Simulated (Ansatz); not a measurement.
Consider Ti$_{2}$Al$_{3}$Ru.

Input file:

```
crystal:
  lattice:
    - [2.4828991802, -5.3053407496, 0.0]
    - [2.4828991802, 5.3053407496, 0.0]
    - [0.0, 0.0, 5.0200956077]
  atoms:
    - { symbol: Ti, position: [0.5, 0.5, 0.0] }
    - { symbol: Ti, position: [0.0, 0.0, 0.0] }
    - { symbol: Al, position: [0.7555215466, 0.2444784534, 0.0] }
    - { symbol: Al, position: [0.2444784534, 0.7555215466, 0.0] }
    - { symbol: Al, position: [0.5, 0.5, 0.5] }
    - { symbol: Ru, position: [0.0, 0.0, 0.5] }
basis:
  ecutwfc: 420
kpoints:
  mp_grid: { grid: [8, 8, 8] }
hamiltonian:
  xc: pbe
scf:
  occupations: { method: gaussian, width: 0.1 }
output:
  forces: true
  stress: true
  eigenvalues: true
  write_density: true
  write_potential: true
  elf: true
  volumetric_format: npy
relax:
  adjacent_minimum: "off"
  f_tol: 0.01
  max_steps: 80
  cell: { stress_tol: 0.05 }
```

Run with:

```sh
ansatz run input.yaml --threads 1 --pin off --max-ram 2560MiB --backend cpu --events-out ev --progress --plain --runs-dir out
```

Below, planes, directions and counts refer to the conventional cell (a = 4.99 Å, b = 10.57 Å, c = 5.01 Å, α = 90.00°, β = 90.00°, γ = 90.00°).

The fields are those of the run's last geometry, not of the input's.

Space group Cmmm; a structure generated by program, which may or may not match a known phase; computed without spin polarisation.

Method: DFT PBE, scalar-relativistic, plane waves, PAW (Ansatz 0.2.0).

What can the converged valence pseudo-density and electron localisation function tell about the bonding?

Answer. Ti–Al (2.50 Å): the density is about 0.31 e/Å³ at the midpoint; the ELF is about 0.45 at the midpoint.
Ti–Ru (2.50 Å): ρ at the midpoint is about 0.44 e/Å³; the ELF is about 0.30 at the midpoint (no shared electron pair shows on this line).
Ti–Al (2.59 Å): ρ at the midpoint is about 0.27 e/Å³; the ELF is about 0.40 at the midpoint.

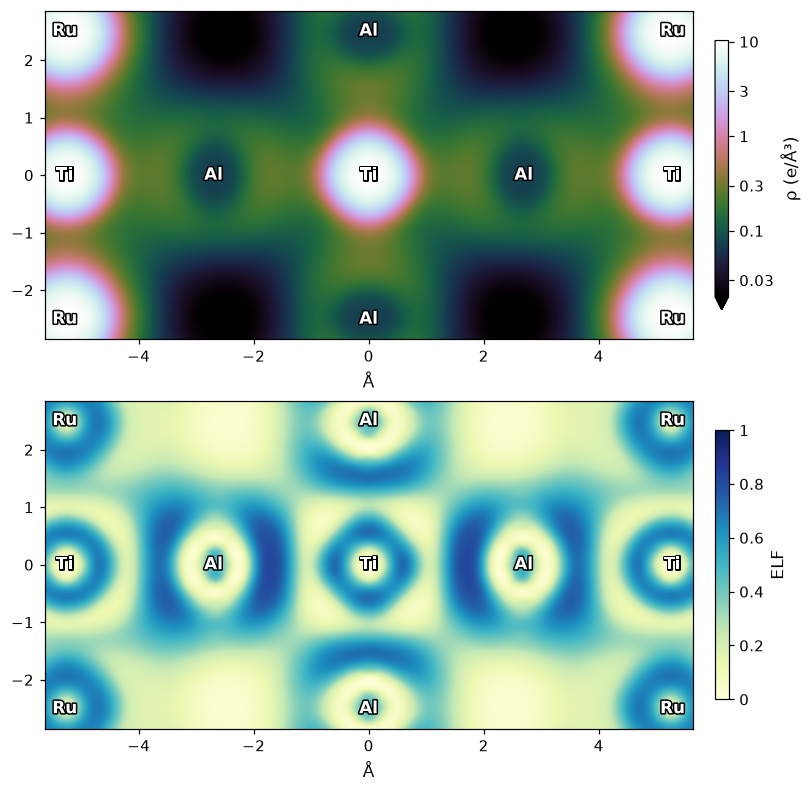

Computed valence pseudo-density and electron localisation function on the (100) plane of the conventional cell, in this order. 
